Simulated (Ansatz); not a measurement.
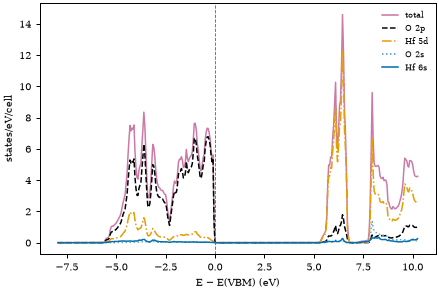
Figure: Total and projected density of states of HfO2 in space group P4_2/nmc (No. 137; Hf on 2a, O on 4d), DFT-r²SCAN in the program Ansatz with PAW potentials

Q: Which orbitals carry the states next to the gap?

A: Top 1 eV of the valence band: O 2p 91 %, Hf 5d 6 %. Bottom 1 eV of the conduction band: Hf 5d 86 %, O 2p 9 %. Projections are on Löwdin-orthogonalised atomic valence shells; empty p or d shells of many metals are not among them.

Q: Where is the tallest occupied peak in this window, and what makes it?

A: Near -3.6 eV, about 8.3 states/eV per cell; the largest projected share is O 2p.

This is a known high-temperature phase of the composition, computed here at zero pressure and temperature. The cell was relaxed with r²SCAN under the symmetry of its start; its stability against distortions is not shown here. No spin polarisation was allowed. Scalar-relativistic: spin–orbit coupling is off unless named, which matters more the heavier the elements.

Potentials: the later of the program's two PAW sets.
